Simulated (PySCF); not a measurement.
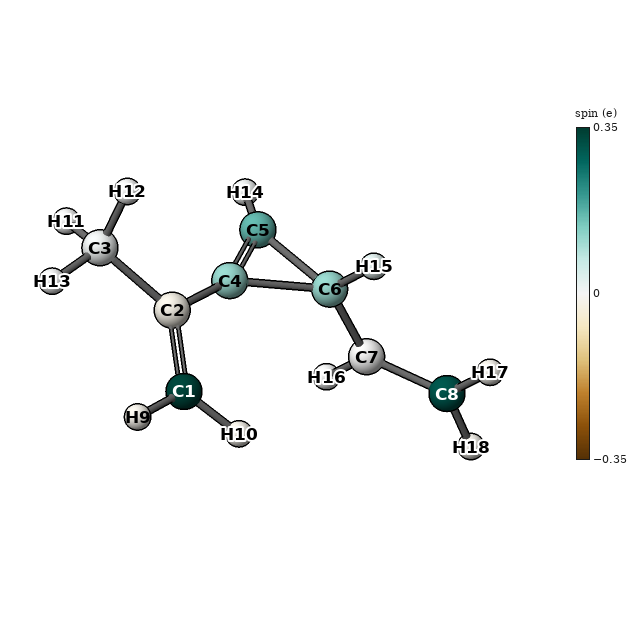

Atoms are coloured by their Mulliken spin populations. Charge +1, doublet. The geometry was computed by an optimisation with GFN2-xTB. No frequency run is at hand to confirm it as a minimum. Properties computed with UKS B3LYP, pcH-1 on C H, non-relativistic (PySCF 2.14.0).

**Which atom carries the largest spin population?**

C1 (0.33 e).

**Which atom has the lowest spin population?**

C2 (−0.02 e); a negative value comes from spin polarisation.

Give the Mulliken spin populations atom by atom.

```json
{"atom": "C1", "value (e)": "0.33"}
{"atom": "C2", "value (e)": "−0.02"}
{"atom": "C3", "value (e)": "0.01"}
{"atom": "C4", "value (e)": "0.12"}
{"atom": "C5", "value (e)": "0.16"}
{"atom": "C6", "value (e)": "0.11"}
{"atom": "C7", "value (e)": "0.00"}
{"atom": "C8", "value (e)": "0.30"}
{"atom": "H9", "value (e)": "−0.01"}
{"atom": "H10", "value (e)": "−0.01"}
{"atom": "H11", "value (e)": "0.00"}
{"atom": "H12", "value (e)": "0.00"}
{"atom": "H13", "value (e)": "0.00"}
{"atom": "H14", "value (e)": "0.01"}
{"atom": "H15", "value (e)": "0.03"}
{"atom": "H16", "value (e)": "0.00"}
{"atom": "H17", "value (e)": "−0.01"}
{"atom": "H18", "value (e)": "−0.01"}
```

Mulliken values depend strongly on the basis set.
